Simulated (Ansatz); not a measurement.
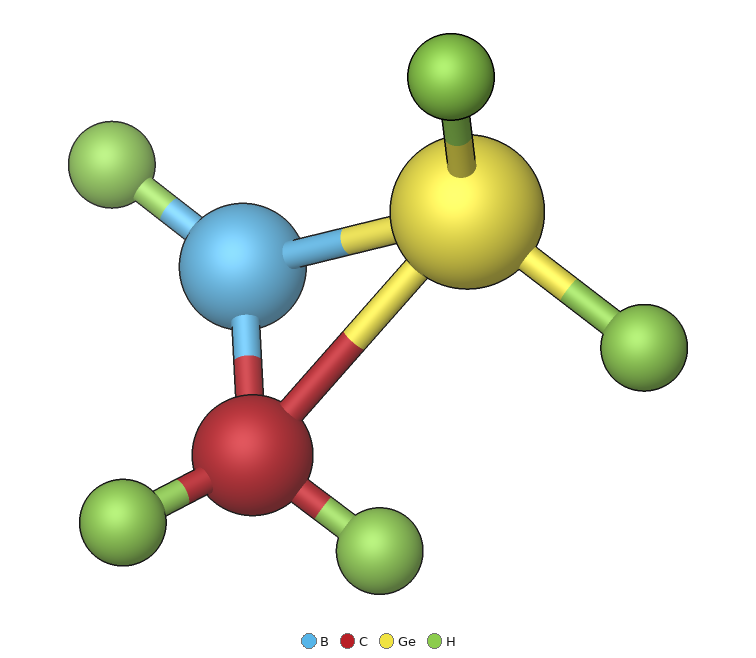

A ball-and-stick model of a molecule.

The geometry was computed by an optimisation with PBE0-D4/def2-TZVP.

> Which formula does it have?

CH5BGe, 8 atoms: 1 carbon, 5 hydrogen, 1 boron and 1 germanium.

> Write the SMILES.

[BH]1[CH2][GeH2]1

> How many atoms are distinct by symmetry?

8: 1 B, 1 C, 1 Ge, 1 H, 1 H, 1 H, 1 H, 1 H.

More results for the same structure follow; atom numbers are the same in all pictures, views and colours differ.

Geometry

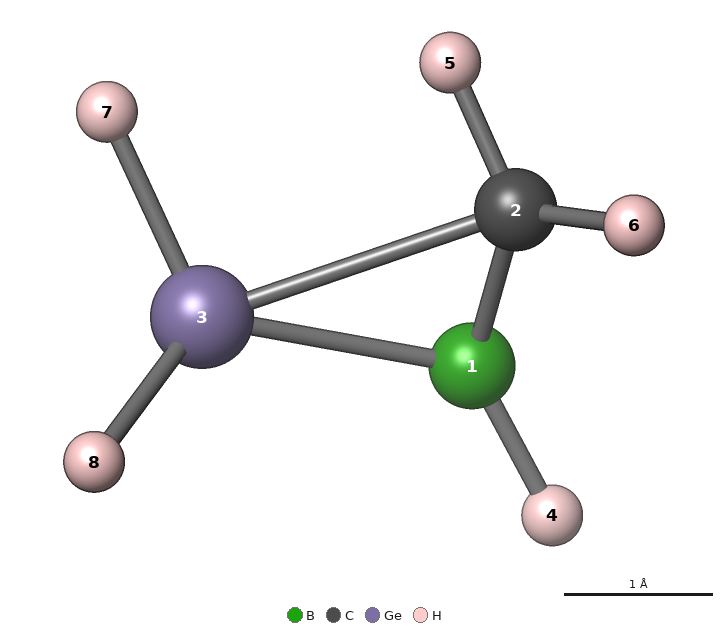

The atoms are numbered.

Give these bond angles: B1–C2–Ge3, B1–C2–H5, B1–C2–H6, B1–Ge3–H7, B1–Ge3–H8, C2–B1–Ge3, C2–B1–H4, C2–Ge3–H8, Ge3–B1–H4, Ge3–C2–H5, H5–C2–H6, H7–Ge3–H8.

```csv
angle,degrees
B1–C2–Ge3,58.9
B1–C2–H5,126.1
B1–C2–H6,121.7
B1–Ge3–H7,124.8
B1–Ge3–H8,122.2
C2–B1–Ge3,81.3
C2–B1–H4,133.7
C2–Ge3–H8,123.8
Ge3–B1–H4,130.7
Ge3–C2–H5,85.1
H5–C2–H6,111.9
H7–Ge3–H8,108.8
```

Electronic properties

Level of theory: RKS PBE-D4/def2-TZVPP (Ansatz 0.2.0).

> What is the dipole moment?

0.91 D.

> Estimate the HOMO energy (Kohn–Sham orbital).

−5.92 eV.

> Estimate the dispersion correction.

−12.6 kJ/mol.

> Estimate the LUMO energy (Kohn–Sham orbital).

−2.25 eV.

Charges

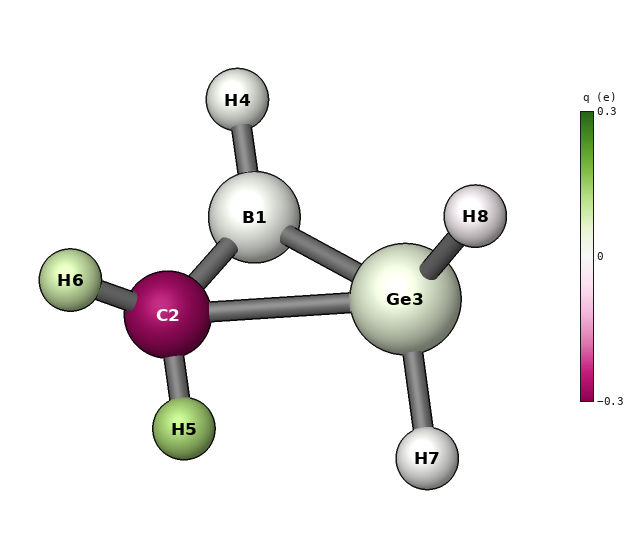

Atoms are coloured by their Mulliken charges. Level of theory: RKS r2SCAN-D4/def2-TZVPP (Ansatz 0.2.0).

List the Mulliken charges.

```
atom  value (e)
  B1       0.01
  C2      −0.28
 Ge3       0.04
  H4       0.01
  H5       0.13
  H6       0.09
  H7       0.01
  H8      −0.01
```

Thermal motion

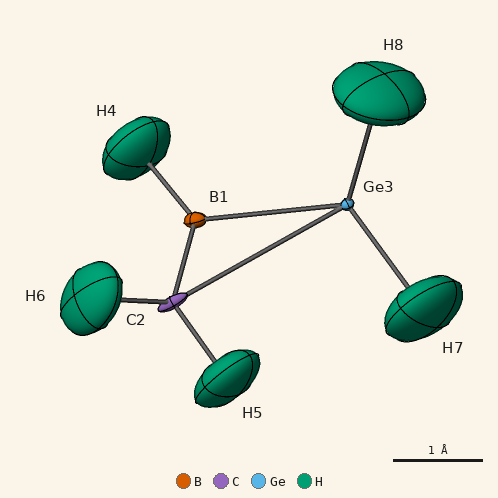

Displacement ellipsoids at the 50 % level, enlarged 2 times, from the internal vibrations of the free molecule (harmonic, no overall translation or rotation; no half-axis is drawn under 0.075 Å). Vibrations computed with RKS PBE0-D4/def2-TZVP (Ansatz 0.2.0). Temperature: 0 K (zero-point motion alone).

> Which atom has the largest mean-square displacement?

H8, with U_eq = 0.0223 Å².

> Does H7 move more along its bond or across it?

Across it: the root-mean-square amplitude is 0.088 Å along the bond and up to 0.179 Å across, since bending and torsion are softer than stretching.

List U_eq and the three principal root-mean-square amplitudes for each kind of atom.

```
atom  U_eq (Å²)   rms amplitudes (Å)
  B1     0.0014  0.028, 0.037, 0.045
  C2     0.0016  0.022, 0.025, 0.060
 Ge3    0.00008  0.005, 0.006, 0.014
  H4     0.0160  0.083, 0.136, 0.150
  H5     0.0151  0.073, 0.133, 0.149
  H6     0.0157  0.079, 0.127, 0.157
  H7     0.0215  0.088, 0.157, 0.179
  H8     0.0223  0.089, 0.163, 0.180
```

Mulliken values depend strongly on the basis set and can even reverse the polarity of a bond.
